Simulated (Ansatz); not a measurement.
Ga₃₂Sb₁₁P₂₁, 64 atoms, a = 11.31 Å, b = 11.33 Å, c = 11.33 Å, α = 90.05°, β = 90.01°, γ = 90.01°.

Space group P1; a generated structure, not necessarily the stable one.

Theory: DFT PBEsol, spin-orbit coupling, plane waves, PAW (Ansatz 0.2.0).

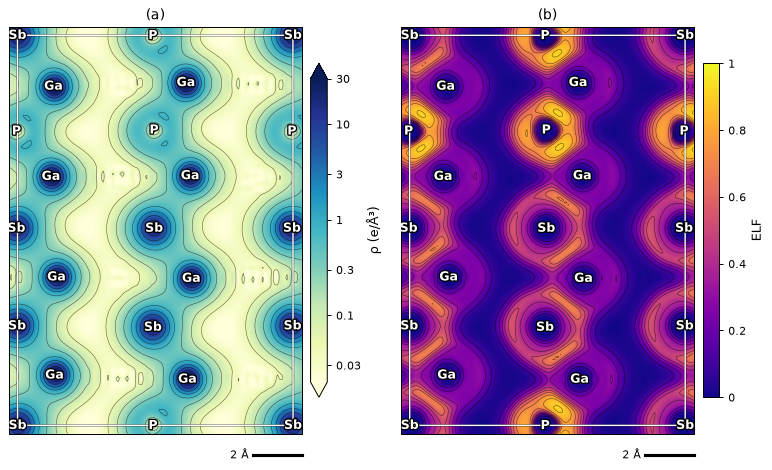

Ga₃₂Sb₁₁P₂₁. (a) valence electron density; (b) ELF on the (011̄) plane of the conventional cell.

In a PAW calculation such maps are meaningful between the atoms, not at the nuclei.

What do the fields say about this system?

Answer.
- Atoms in the plane: Ga, Sb and P.
- Ga–Sb (2.56 Å): the density is about 0.47 e/Å³ at the midpoint; the ELF peaks at about 0.70 between the atoms.
- Ga–P (2.37 Å): ρ at the midpoint is about 0.54 e/Å³; the ELF peaks at about 0.90 in the valence shell of P, 0.9 Å from its nucleus, and is about 0.75 at the midpoint.
- Ga–P (2.38 Å): the density is about 0.52 e/Å³ at the midpoint; the ELF peaks at about 0.90 in the valence shell of P, 0.9 Å from its nucleus, and is about 0.75 at the midpoint.
- Ga–Sb (2.59 Å): ρ is about 0.46 e/Å³ halfway; the ELF peaks at about 0.70 between the atoms.
- Ga–Sb (2.62 Å): ρ is about 0.44 e/Å³ halfway; the ELF peaks at about 0.70 between the atoms.
- The density dies away to nearly zero in the voids.
- The features right at Ga lie inside the PAW spheres, where the map follows smoothed inner orbitals and isn't to be read closely.
